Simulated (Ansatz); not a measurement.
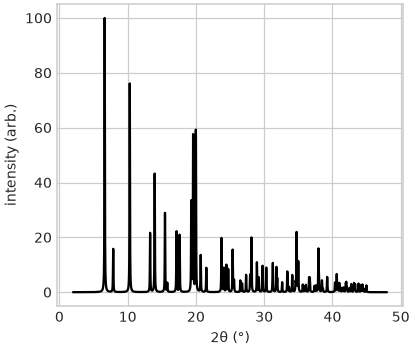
Simulated powder pattern, Mo Kα, λ = 0.71073 Å

The pattern belongs to a structure relaxed with PBE+D3(BJ) in the plane-wave PAW code Ansatz.

### Question
Which of these materials gives this?
A) Si12W, P6/mmm (W on 1a, Si on 12n)
B) CuC6, P6/mmm (C on 6j, Cu on 1b)
C) Si2MoN4, P6_3/mmc (Mo on 2c, N on 4f, Si on 4f, N on 4e)
D) WS2, P6_3/mmc (W on 2c, S on 4f)

### Answer
A, Si12W, P6/mmm (W on 1a, Si on 12n)

The start of the workflow was typed in or built on a structure type; neither database checked (COD, Materials Project) lists it. Whether it is the stable phase at ambient conditions was not checked. The PBE+D3(BJ) relaxation kept the symmetry of its start; whether a distortion lowers the energy is not shown. The run is not spin-polarised. Its formation energy is positive at this level, so the cell may be metastable or incomplete. Scalar-relativistic: spin–orbit coupling is off unless named, which matters more the heavier the elements.

Potentials: the earlier of the program's two PAW sets.
